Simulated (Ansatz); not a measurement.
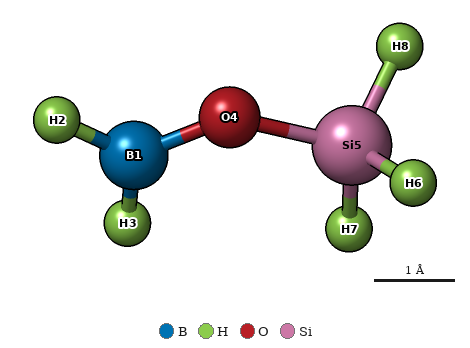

Figure 1. The structure as given in the input (ball-and-stick view, seen at a tilt; atoms are numbered from 1 in the order of the input). Bond lengths as drawn: B–H 1.20 Å, B–O 1.35 Å, H–Si 1.48 to 1.49 Å and O–Si 1.66 Å.

**BSiH$_{5}$O: single-point calculation**

- system: BSiH$_{5}$O
- method: direct RPA on PBE orbitals, frozen core/def2-TZVPP (Ansatz 0.2.0)

The geometry comes from this level: PBE0-D4/def2-TZVP.

### What the program printed
```
Functional definition: PBE
  name "PBE"
  cite "Perdew, Burke & Ernzerhof, Phys. Rev. Lett. 77, 3865 (1996) doi:10.1103/PhysRevLett.77.3865"
  parent pbe
  parameter kappa = 0.804
  parameter beta = 0.06672455060314922
  exchange = pbe_x(kappa = kappa, mu = beta*pi^2/3)
  correlation = pbe_c(beta = beta)
1013 factors; integrals over basis functions are off by at most 9.7e-4 eV
mean field evaluation 1: about -10671.6912 eV, gradient 5.7e1 eV
mean field evaluation 2: about -10671.6801 eV, gradient 5.7e1 eV
mean field evaluation 4: about -10676.8708 eV, gradient 1.7e1 eV
mean field evaluation 8: about -10677.5164 eV, gradient 2.6e-1 eV
mean field evaluation 16: about -10677.5158 eV, gradient 1.3e-5 eV
mean field -10677.51578161 eV, -392.3914674939 hartree, gradient 1.8e-6 eV, S^2 0.000000; 0 other end points of the search recorded, 0 dependent functions left out
7 core orbitals not correlated: weight in the atoms' cores, before any rotation towards them, 1.000 or more for the frozen orbitals, at most 0.000 for the correlated occupied ones
reference -10652.71282592 eV, -391.4799756843 hartree; 9, 9 occupied and 158, 158 virtual orbitals, 1013 factors
Total energy: -10675.00599224 eV, -392.2992344357 hartree
```

This output came from the following input.

### The input
```yaml
crystal:
  periodic: [false, false, false]
  atoms:
    - {symbol: B, position_ang: [-0.906820, 0.985398, 0.516522]}
    - {symbol: H, position_ang: [-1.330210, 1.056845, 1.635468]}
    - {symbol: H, position_ang: [-1.601605, 1.202884, -0.442515]}
    - {symbol: O, position_ang: [0.386558, 0.650627, 0.349038]}
    - {symbol: Si, position_ang: [1.321718, 0.452299, -1.005348]}
    - {symbol: H, position_ang: [1.831820, -0.938909, -1.008010]}
    - {symbol: H, position_ang: [0.514955, 0.709592, -2.225536]}
    - {symbol: H, position_ang: [2.451904, 1.407013, -0.923395]}
basis:
  gaussian: {orbitals: def2-TZVPP}
hamiltonian: {xc: pbe}
correlation: {method: rpa}
```

Command:
```bash
ansatz run in.yaml --threads 3 --pin off --events-out ev --progress --plain --max-ram 6092MiB
```

### Results in brief

| quantity | value |
| --- | --- |
| outcome | converged |
| total energy | −10675.0060 eV |
| mean-field energy | −10652.7128 eV |
| SCF solution under orbital rotations | stable |
| hardware | 3 CPU threads, shared host |
| wall time | 2.8 s (CPU time 7.2 s) |
| peak memory | 0.54 GiB |
